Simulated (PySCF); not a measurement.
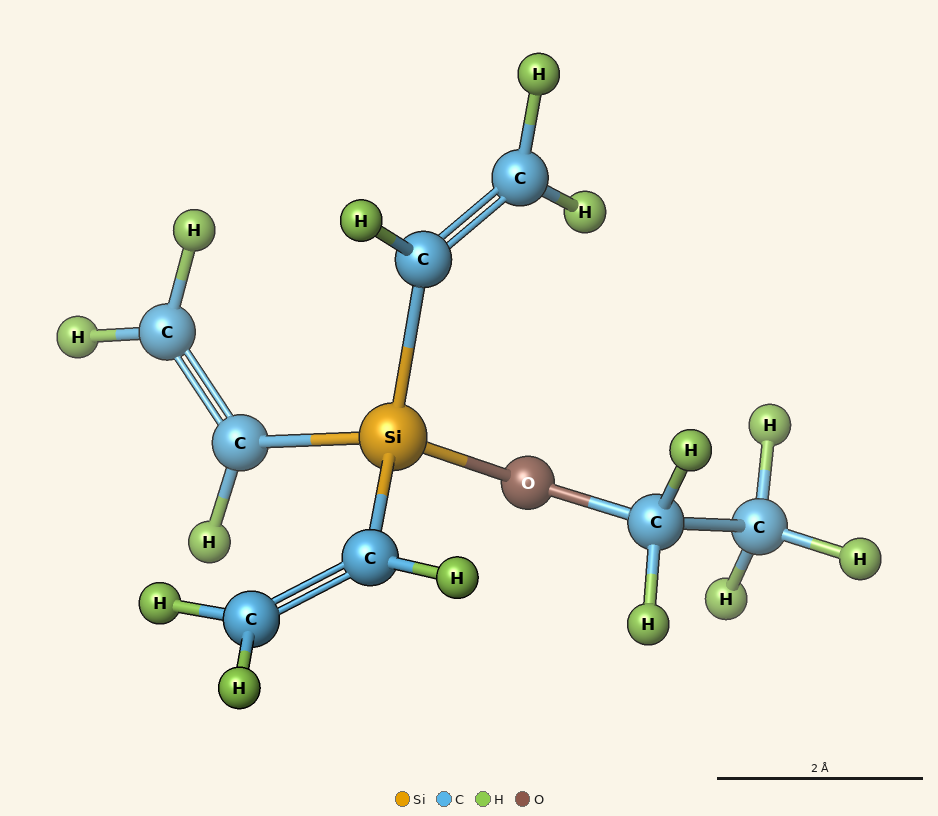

Distant atoms are faded towards the background colour. Computed geometry: PBE0-D3(BJ)/def2-SVP optimisation. No frequency run is at hand to confirm it as a minimum. Masses are those of the most abundant isotopes; constants are for the rigid equilibrium geometry.

Q: What kind of rotor is it, and what are its rotational constants in cm⁻¹?

A: An asymmetric top (C1): A = 0.0414, B = 0.0271, C = 0.0228 cm⁻¹. Ray's parameter κ is −0.53, nearer the prolate limit.
